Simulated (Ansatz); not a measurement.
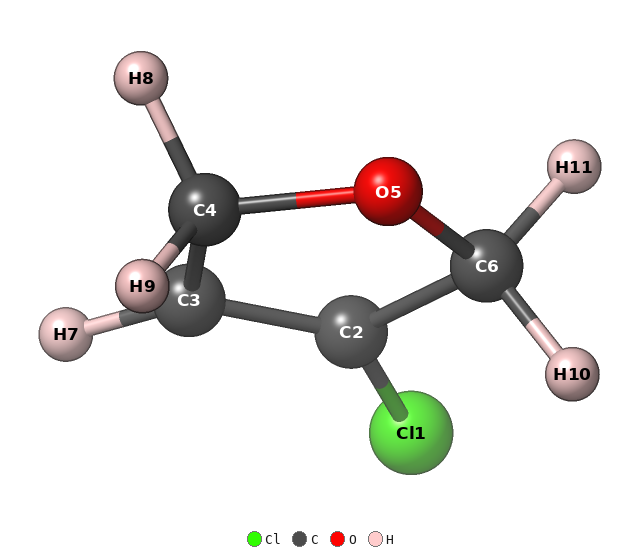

Depth is shown by fading: the farther an atom, the more it takes the colour of the background. The geometry was computed by an optimisation with PBE-D4/def2-SVP. No frequency run is at hand to confirm it as a minimum.

> What is the conformation of the ring C2–C3–C4–O5–C6?

It is planar. The Cremer–Pople amplitude Q is 0.01 Å.

> Give the torsion angles round the ring, beginning with the bond from its second to its third atom.

1°, −1°, 1°, 0°, 0°.
